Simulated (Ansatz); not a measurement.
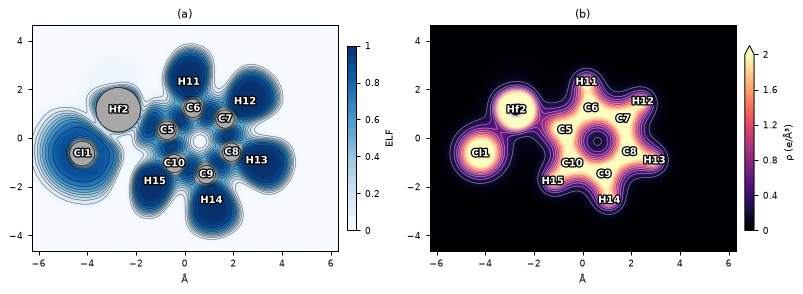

The picture shows: C$_{6}$H$_{5}$Cl$_{3}$Hf (SMILES [Cl][Hf]([Cl])([Cl])[c]1ccccc1). (a) ELF; (b) electron density on the plane of atoms C5, C6 and C7. Grey discs cover the atomic cores in the ELF map.

Geometry: PBE0-D4/def2-TZVP; core potentials replace the inner electrons of Hf.

Method: Ansatz, RKS PBE0-D4/def2-TZVPP.

```yaml
atoms:
  - { symbol: Cl, position_ang: [-0.9125, -3.7442, -1.2799] }
  - { symbol: Hf, position_ang: [-0.0016, -1.7315, -2.0247] }
  - { symbol: Cl, position_ang: [2.2321, -1.9295, -2.6643] }
  - { symbol: Cl, position_ang: [-1.2810, -0.7216, -3.6921] }
  - { symbol: C, position_ang: [-0.0298, -0.3723, -0.3307] }
  - { symbol: C, position_ang: [0.4857, 0.9149, -0.5390] }
  - { symbol: C, position_ang: [0.5093, 1.8547, 0.4793] }
  - { symbol: C, position_ang: [0.0148, 1.5229, 1.7326] }
  - { symbol: C, position_ang: [-0.5009, 0.2556, 1.9653] }
  - { symbol: C, position_ang: [-0.5227, -0.6815, 0.9441] }
  - { symbol: H, position_ang: [0.8798, 1.2007, -1.5123] }
  - { symbol: H, position_ang: [0.9123, 2.8446, 0.2974] }
  - { symbol: H, position_ang: [0.0316, 2.2554, 2.5318] }
  - { symbol: H, position_ang: [-0.8866, -0.0012, 2.9455] }
  - { symbol: H, position_ang: [-0.9303, -1.6670, 1.1470] }
```

Read the bonding off the picture.

Answer. Atoms in the plane: Cl, Hf, C and H. C–C (1.39 Å): ρ is about 2.2 e/Å³ halfway; the ELF peaks at about 0.95 between the atoms; localised, covalent bonding. C–Hf (2.17 Å): ρ at the midpoint is about 0.78 e/Å³; the ELF peaks at about 0.95 in the valence shell of C, 0.7 Å from its nucleus, and is about 0.50 at the midpoint. Hf–Cl (2.33 Å): the density is about 0.62 e/Å³ at the midpoint; the ELF peaks at about 0.85 in the valence shell of Cl, 0.8 Å from its nucleus, and is about 0.40 at the midpoint. C–H (1.08 Å): ρ is about 2.1 e/Å³ halfway; the ELF climbs to about 1 towards the hydrogen, as it does in any bond to H: an ordinary covalent bond to hydrogen.
